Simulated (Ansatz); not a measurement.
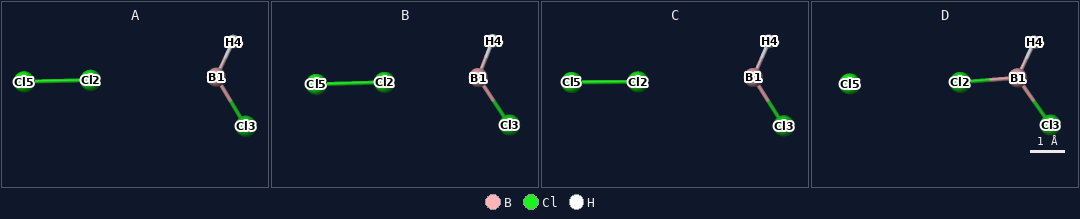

4 geometries from a converged minimum-energy path of BHCl$_{3}$ (multiplicity 2), made up at the start of BHCl2 and Cl, shuffled. Style: ball-and-stick. Shown face on.

Level of theory: Ansatz 0.2.0, UHF/def2-SVP. Settings: 9 movable images; climbing image; force threshold 0.05 eV/Å; iteration limit 60; starting path through a guess of the saddle point.

Q: Which frame is the top of the path?

A: B. In order along the path, whose images run from 0 to 10: D (image 3, +2.7 kJ/mol), B (image 7, +346.9 kJ/mol), C (image 9, +342.2 kJ/mol), A (image 10, +341.8 kJ/mol). Breaking: B1–Cl2 (1.75 → 2.86 at the top → 3.83 Å). Forming: Cl2–Cl5 (3.96 → 2.07 at the top → 2.02 Å).

Limits of the set-up: the start holds two separate molecules, 4.0 Å apart at their closest, whose relative position is a soft coordinate and is computed without a dispersion correction; Hartree-Fock leaves out electron correlation.
